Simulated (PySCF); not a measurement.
# Lu(2+): dipole response in ANO-RCC-VTZP

How polarisable is Lu(2+) at the levels listed below?

Method: unrestricted determinants in a Gaussian basis, no spin-orbit coupling in the energies. Code: PySCF 2.14.0.

### 1 The atom as given

```
Element     : lutetium (Z = 71)
Basis       : ANO-RCC-VTZP (8s7p5d3f2g1h, 104 functions)
Hamiltonian : scalar relativity by spin-free X2C-1e
State 1     : Lu(2+): [Xe] 4f14 6s1, 2S determinant
Methods     : B3LYP
```

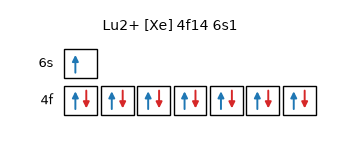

Occupation of the outer shells (arrows by Hund's rule).

The runs were made by one driver on top of PySCF. The scripts below sum up each run's settings (the driver also hands on starting orbitals that pick excited configurations, and frozen orbitals as a list rather than a count), and the logs come from the driver's own runs. The driver starts from symmetry-adapted Hartree-Fock orbitals, holds the occupation by maximum overlap and uses a logarithmic radial grid for functionals, so a plain start would take other cycles.

The integrals over 104 functions and the set-up took 33 s of CPU time.

### 2 Lu(2+), at B3LYP

#### B3LYP

The input, input.py:

```python
from pyscf import gto, scf, dft, mp, cc
import basis_set_exchange as bse
mol = gto.M(atom="Lu 0 0 0", charge=2, spin=1, symmetry="D2h",
            basis=gto.basis.parse(bse.get_basis("ANO-RCC-VTZP", elements=["Lu"], fmt="nwchem")),
            nucmod="G")
mf = dft.UKS(mol, xc="B3LYP").sfx2c1e()
mf.irrep_nelec = {'Ag': (10, 9), 'B1g': (2, 2), 'B2g': (2, 2), 'B3g': (2, 2), 'Au': (1, 1), 'B1u': (6, 6), 'B2u': (6, 6), 'B3u': (6, 6)}
mf.kernel()
```

Output:

```text
damping factor = 0
level_shift factor = 0
DIIS = <class 'pyscf.scf.diis.CDIIS'>
diis_start_cycle = 1
diis_space = 10
diis_damp = 0
SCF conv_tol = 1e-09
SCF conv_tol_grad = None
number electrons alpha = 35  beta = 34
XC functionals = B3LYP
    P. J. Stephens, F. J. Devlin, C. F. Chabalowski, and M. J. Frisch.,  J. Phys. Chem. 98, 11623 (1994)
cycle= 1 E= -14562.5655626902  delta_E= -0.00474  |g|= 0.611  |ddm|= 0.243
cycle= 2 E= -14562.4674994389  delta_E= 0.0981  |g|= 1.29  |ddm|= 0.269
cycle= 3 E= -14562.5955406084  delta_E= -0.128  |g|= 0.0215  |ddm|= 0.174
cycle= 4 E= -14562.5956000843  delta_E= -5.95e-05  |g|= 0.00412  |ddm|= 0.00598
cycle= 5 E= -14562.5956016826  delta_E= -1.6e-06  |g|= 1.65e-05  |ddm|= 0.000752
cycle= 6 E= -14562.5956016827  delta_E= -5.46e-11  |g|= 1.7e-06  |ddm|= 9.81e-06
converged SCF energy = -14562.5956016827  <S^2> = 0.75006636  2S+1 = 2.0000664
```

It used 33 s of CPU time after the integrals (shared host).

The occupied shells:

```csv
shell,electrons,mean orbital energy (eV),spread (eV),rms radius (bohr)
1s α,1,-63172.9,0,0.0219
1s β,1,-63172.8,0,0.0219
2s α,1,-10796.8,0,0.0885
2s β,1,-10796.8,0,0.0885
2p α,3,-9528.5,0,0.0801
2p β,3,-9528.5,0,0.0801
3s α,1,-2472.7,0,0.227
3s β,1,-2472.7,0,0.227
3p α,3,-2088.6,0,0.228
3p β,3,-2088.6,0,0.228
3d α,5,-1613.9,0,0.208
3d β,5,-1613.9,0,0.208
4s α,1,-511.94,0,0.509
4s β,1,-511.90,0,0.509
4p α,3,-384.75,0,0.541
4p β,3,-384.73,0,0.541
4d α,5,-215.13,0,0.591
4d β,5,-215.11,0,0.591
5s α,1,-81.215,0,1.24
5s β,1,-81.079,0,1.24
5p α,3,-50.791,0,1.47
5p β,3,-50.660,0,1.47
4f α,7,-29.830,0,0.824
4f β,7,-29.794,0,0.824
6s α,1,-18.668,0,3.32
```

⟨S²⟩ = 0.750, ⟨L²⟩ = 0.00.

The driver then solved the coupled dipole response at imaginary frequencies: mean α = 31.10 bohr³, C₆ = 188.7 au for a like pair.

The p, d and f levels are scalar averages; spin-orbit coupling splits them strongly at this Z.

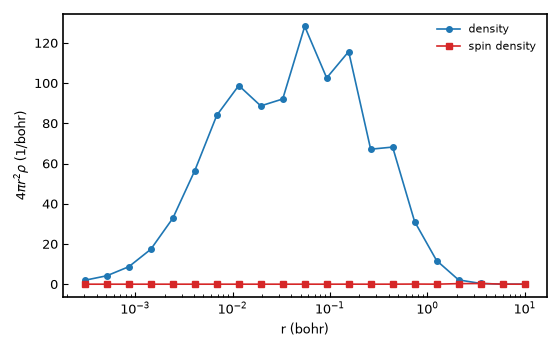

Radial density 4πr²ρ of Lu(2+) at B3LYP, without picture-change correction, at 21 stored radii joined by straight lines.

### 3 Polarisabilities and C₆

Lu(2+), in atomic units:

| method | mean α | C₆ (like pair) | S(−4) |
| --- | --- | --- | --- |
| B3LYP | 31.10 | 188.7 | 672.2 |

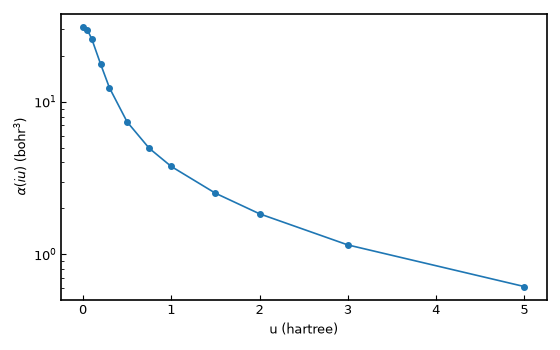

α(iu) of Lu(2+), the polarisability at imaginary frequency, on a logarithmic scale.

### 4 Results

```
   quantity                value
α of Lu(2+)  31.10 (B3LYP) bohr³
```

In words: A single London oscillator with the computed α and C₆ of Lu(2+) at B3LYP would have ω = 4 C₆ / (3 α²) = 0.260 hartree. All values hold for this basis alone; no basis-set limit was taken.
